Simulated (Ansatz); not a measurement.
# CH₃Al···HF: what the fields show

| atom | x (Å) | y (Å) | z (Å) |
| --- | --- | --- | --- |
| Al | -0.9801 | 0.1113 | 0.8873 |
| H | 1.7759 | 0.0045 | 1.0886 |
| F | 1.8167 | -0.0790 | 0.1842 |
| C | -1.7435 | 0.0066 | -0.9563 |
| H | -2.2660 | -0.9441 | -1.1273 |
| H | -2.4654 | 0.8135 | -1.1409 |
| H | -0.9612 | 0.0873 | -1.7204 |

Method: Ansatz, RHF/def2-SVP.

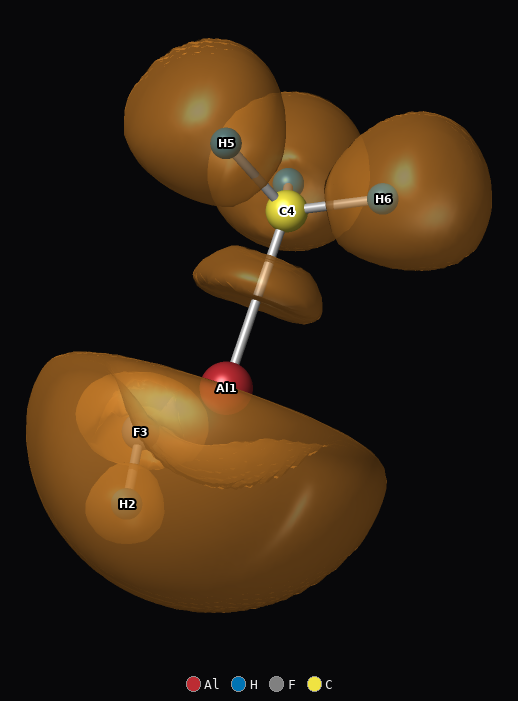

Figure 1. Isosurface of the ELF at 0.85 (orange), seen at an oblique angle. Only the valence region is drawn (cores and ρ < 0.01 e/Å³ removed).

Identify the bonds, lone pairs and shells in this picture.

The surface consists of one region between bonded Al–C atoms (shared pairs), four regions around hydrogen nuclei, one lobe on Al, pointing away from the bonds (lone pairs) and one region wrapped around F (its valence shell). Profiles from the grid: Al1···F3 (2.89 Å): the ELF dips to about 0.05 between them. C–Al (2.00 Å): the ELF peaks at about 1 between the atoms: a shared but strongly polarised pair.

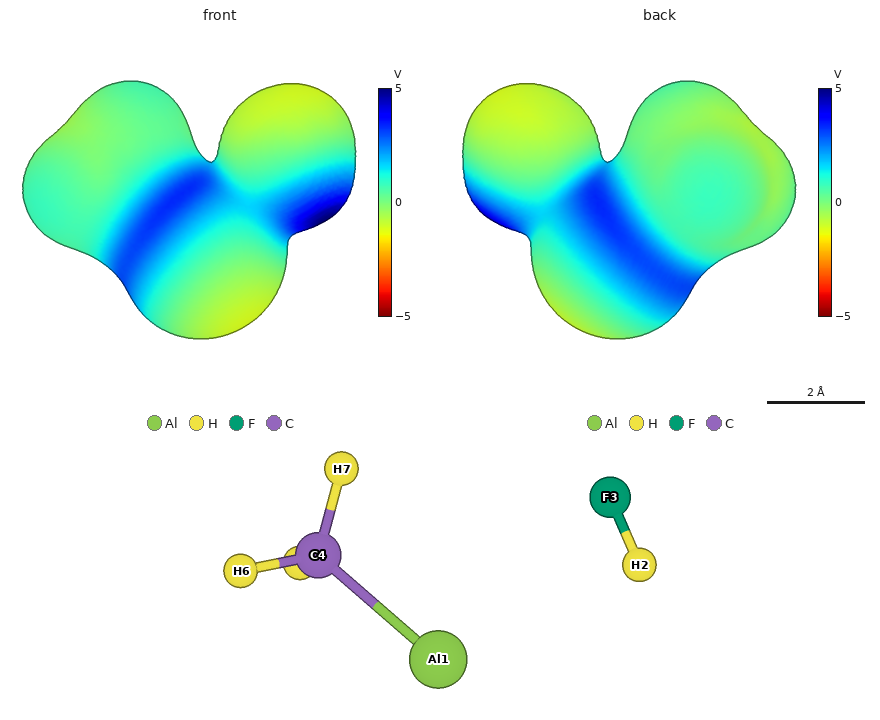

Figure 2. The electrostatic potential painted on the density surface at 0.004 e/bohr³, seen from the front and from behind; the colour scale runs from red (negative) to blue (positive). The bare structure is drawn below in the same view.

Where is the surface potential most negative and most positive?

The most negative region (about −1.1 V, or −25 kcal/mol for a unit charge) lies over F3, the most positive (about +4.8 V, or +111 kcal/mol for a unit charge) over H2.

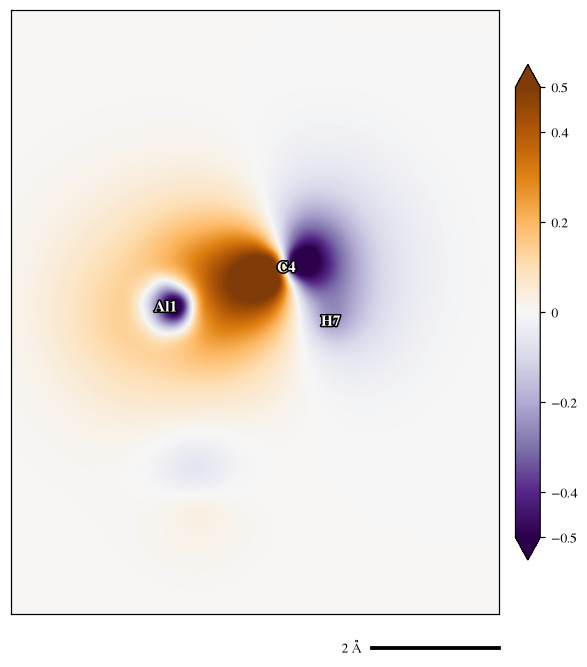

Figure 3. The HOMO−1 on the plane of atoms Al1, C4 and H7 (values in Å⁻³ᐟ²; the overall sign is arbitrary).

What is the character of this orbital?

By Hirshfeld shares it lies mainly on C4 (about 45 %) and Al1 (about 40 %). Its energy is −12.72 eV.

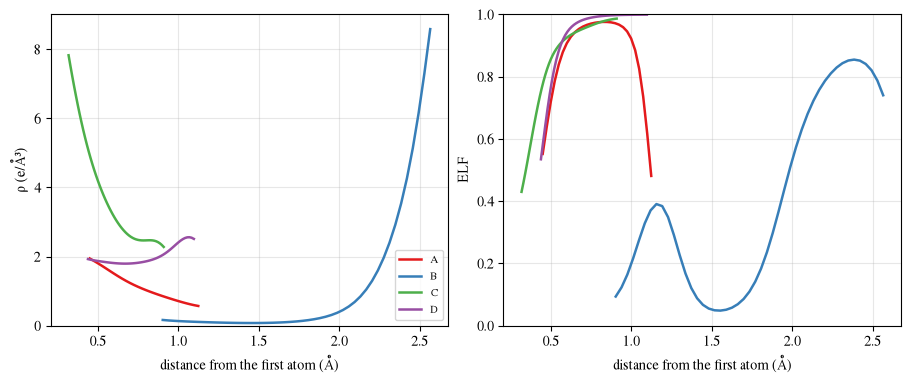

Figure 4. Total electron density and electron localisation function along straight lines between neighbouring atoms. The curves leave out the atomic cores.

Which curve belongs to which contact (Al–F, C–Al, C–H and F–H)? The first atom named is at distance zero.

Curve A: C–Al (2.00 Å): ρ at the midpoint is about 0.71 e/Å³; the ELF peaks at about 1 between the atoms; a polar covalent bond. Curve B: Al1···F3 (2.89 Å): the density falls to about 0.07 e/Å³ on the way; the ELF dips to about 0.05 between them. Curve C: F–H (0.91 Å): ρ is about 4.9 e/Å³ halfway; the ELF climbs to about 1 towards the hydrogen, as it does in any bond to H; a covalent bond by its length. Curve D: C–H (1.10 Å): ρ at the midpoint is about 1.8 e/Å³; the ELF climbs to about 1 towards the hydrogen: an ordinary covalent bond to hydrogen.
